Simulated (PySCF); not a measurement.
AlBr3, SMILES `Br[Al](Br)Br`.

Level of theory: PBE0/def2-TZVP (PySCF), at a geometry from GFN2-xTB. No frequency check shows the geometry to be a minimum. GFN2-xTB bond lengths at metals and heavier atoms can be off by up to 0.1 Å and shapes distorted, which carries into these values.

Geometry (Å), atoms numbered from 1:

```
Br1      1.4839   -1.6848    0.0000
Al2     -0.0008    0.0000    0.0000
Br3      0.7173    2.1274    0.0000
Br4     -2.2009   -0.4426    0.0000
```

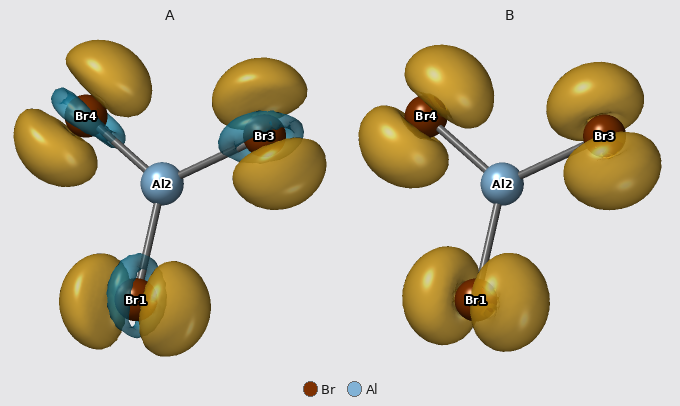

The Fukui function f⁻ from two separate SCF calculations and the density of the HOMO, at ±0.02 e/Å³ (yellow positive, teal negative).

### Which panel is which, and how good is the frozen-orbital picture?

A is f⁻ (it has negative regions), B the HOMO density. The HOMO lies on Br1, Br3 and Br4 (32 % each); f⁻ (Hirshfeld-condensed) is largest on Br1, Br3 and Br4 (0.30 each); the vertical ionisation energy is 10.52 eV (the stability of the cation's solution wasn't checked). Relaxation shifts 5 % of the electron between atoms. The orbital energy is −8.65 eV.
